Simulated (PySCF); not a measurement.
**C₄H₁₂AlN (SMILES C/C=C/[CH2][AlH2-][NH3+]): density, localisation and related maps**

```yaml
atoms:
  - { symbol: C, position_ang: [2.4095, 0.9711, 0.7585] }
  - { symbol: C, position_ang: [1.4212, -0.0981, 0.4067] }
  - { symbol: C, position_ang: [0.7012, -0.1228, -0.7164] }
  - { symbol: C, position_ang: [-0.3225, -1.1352, -1.0612] }
  - { symbol: Al, position_ang: [-2.1903, -0.6825, -0.3669] }
  - { symbol: N, position_ang: [-1.5696, 0.4621, 1.2325] }
  - { symbol: H, position_ang: [2.3950, 1.7695, 0.0196] }
  - { symbol: H, position_ang: [2.1923, 1.3985, 1.7396] }
  - { symbol: H, position_ang: [3.4191, 0.5603, 0.8012] }
  - { symbol: H, position_ang: [1.3485, -0.9162, 1.1158] }
  - { symbol: H, position_ang: [0.8177, 0.6956, -1.4187] }
  - { symbol: H, position_ang: [-0.3189, -1.2981, -2.1461] }
  - { symbol: H, position_ang: [-0.0586, -2.1003, -0.6005] }
  - { symbol: H, position_ang: [-2.9426, -1.8109, 0.4071] }
  - { symbol: H, position_ang: [-3.0677, 0.3557, -1.1293] }
  - { symbol: H, position_ang: [-1.9225, 1.4154, 1.2307] }
  - { symbol: H, position_ang: [-1.7749, 0.0479, 2.1382] }
  - { symbol: H, position_ang: [-0.5455, 0.4944, 1.1119] }
```

Geometry: GFN2-xTB.

Theory: PySCF, wB97X-D/def2-SVPD, SCF density, gas phase.

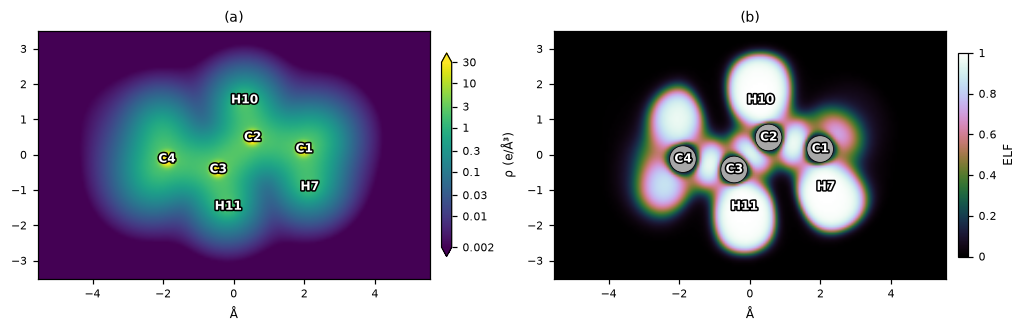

Figure 1. (a) electron density; (b) electron localisation function on the plane of atoms C4, C3 and H11. Grey discs cover the atomic cores in the ELF map.

Interpret the plot.

Answer. The plane passes through C and H nuclei. C–C (1.33 Å): the density is about 2.3 e/Å³ at the midpoint; the ELF peaks at about 0.90 between the atoms (a short, multiple covalent bond). C–C (1.48 Å): ρ is about 1.8 e/Å³ halfway; the ELF peaks at about 0.95 between the atoms: a covalent bond. C–H (1.08 Å): the density is about 2 e/Å³ at the midpoint; the ELF climbs to about 1 towards the hydrogen, as it does in any bond to H: an ordinary covalent bond to hydrogen.

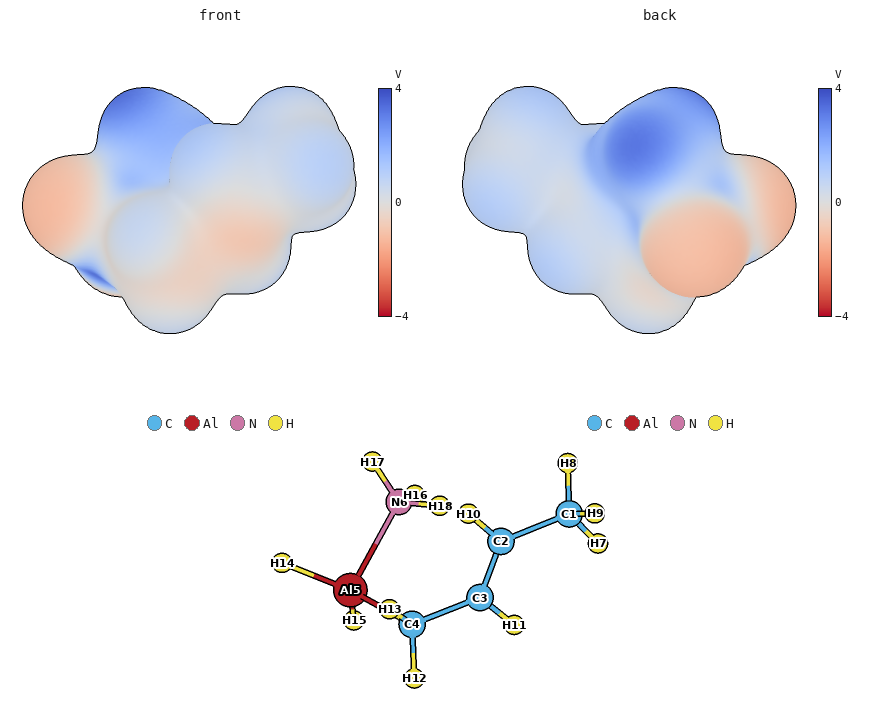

Figure 2. The molecular electrostatic potential painted on the density surface at 0.004 e/bohr³, seen from the front and from behind; red is negative and blue positive. The bare structure is drawn below in the same view.

Where is the surface potential most negative and most positive?

Answer. The most negative region (about −1.3 V) lies over H14 and H15, the most positive (about +3.1 V) over Al5, H16 and H17.

What dipole moment does the calculation give?

Answer. Its dipole moment is 4.11 D.
